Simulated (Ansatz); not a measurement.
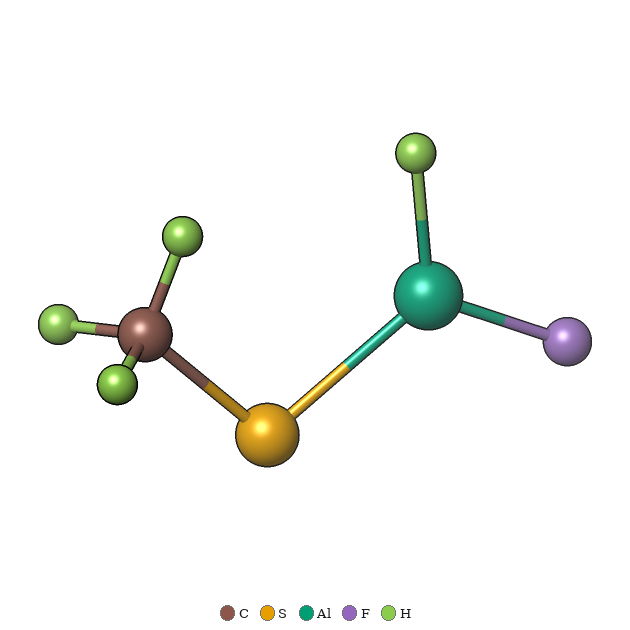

Ball-and-stick drawing of a structure.

> Which formula does it have?

CH4AlFS, 8 atoms: 1 carbon, 4 hydrogen, 1 aluminium, 1 fluorine and 1 sulfur.

> What is its SMILES?

C[S][AlH][F]

> How many atoms are distinct by symmetry?

7: 1 C, 1 S, 1 Al, 1 F, 1 H, 2 H, 1 H.

> Count the bonded pairs by element.

3 C–H, 1 C–S, 1 Al–S, 1 Al–F, 1 Al–H.

The parts below concern this one geometry. Atoms keep their numbers from picture to picture. The geometry was computed by an optimisation with PBE0-D4/def2-TZVP.

## Geometry

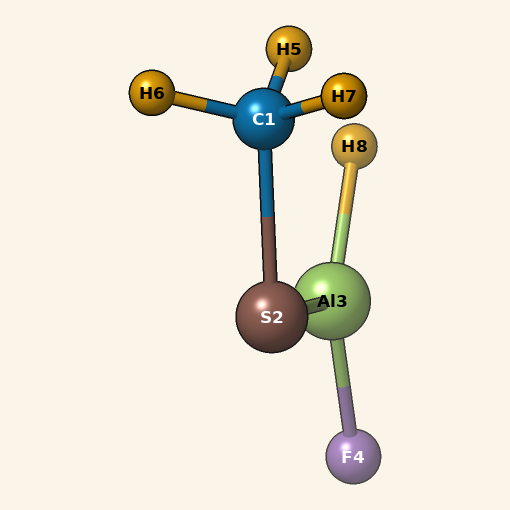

Al3 lies behind S2. The molecule seen a little off the S2–Al3 bond, S2 in front. Depth is shown by fading: the farther an atom, the more it takes the colour of the background.

> What is the torsion angle C1–S2–Al3–F4? The sign is positive where the front bond must turn clockwise to cover the back bond.

180°, antiperiplanar (anti).

## Thermal motion

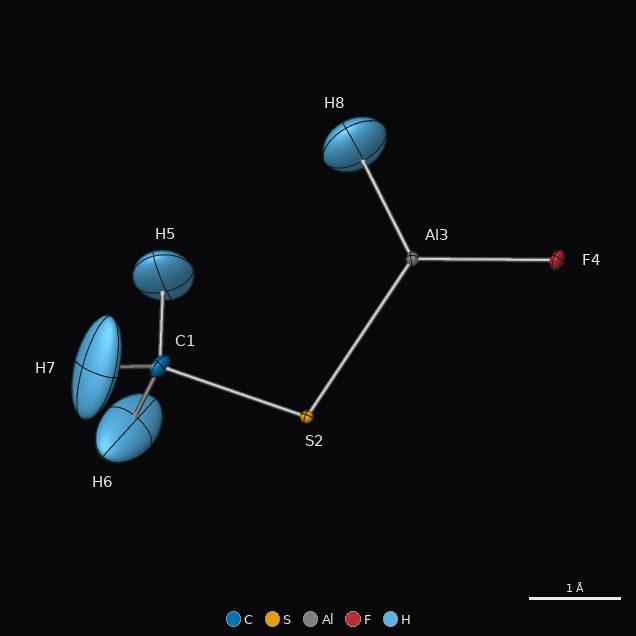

Displacement ellipsoids at the 50 % level, enlarged 1.5 times, from the internal vibrations of the free molecule (harmonic, no overall translation or rotation; no half-axis is drawn under 0.075 Å). Vibrations computed with RKS PBE0-D4/def2-TZVP (Ansatz 0.2.0). Temperature: 0 K (zero-point motion alone).

Give the displacement parameters, one line for each set of equivalent atoms.

| atom | U_eq (Å²) | rms amplitudes (Å) |
| --- | --- | --- |
| C1 | 0.0028 | 0.039, 0.056, 0.062 |
| S2 | 0.00080 | 0.025, 0.026, 0.033 |
| Al3 | 0.0013 | 0.029, 0.036, 0.043 |
| F4 | 0.0022 | 0.032, 0.051, 0.055 |
| H5 | 0.0284 | 0.085, 0.145, 0.238 |
| H6, H7 | 0.0317 | 0.088, 0.134, 0.263 |
| H8 | 0.0261 | 0.097, 0.166, 0.204 |

## Electronic properties

Level of theory: RKS SPW92 (LDA)/def2-TZVPP (Ansatz 0.2.0).

> What is the HOMO–LUMO gap?

4.51 eV.

> Estimate the HOMO energy (Kohn–Sham orbital).

−6.36 eV.

## Vibrations

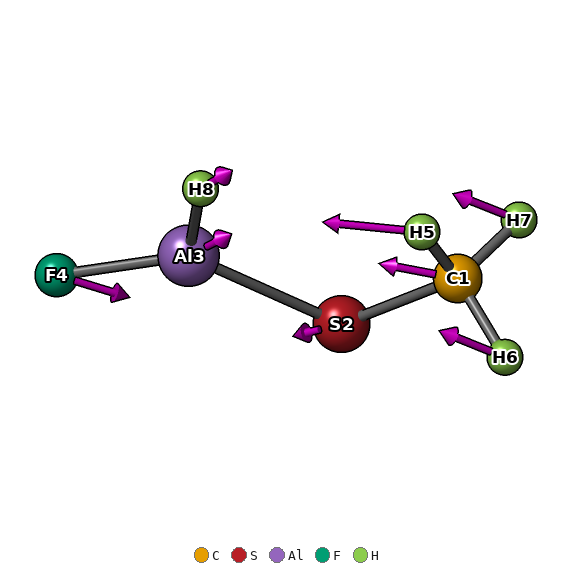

The arrows show one normal mode. Harmonic vibrations computed with RKS PBE0-D4/def2-TZVP (Ansatz 0.2.0) at a stationary point of the same level.

> Describe the motion.

Mostly angle bending.

> Estimate its harmonic wavenumber.

226 cm⁻¹; it is mode 4 of 18 counted from the lowest.
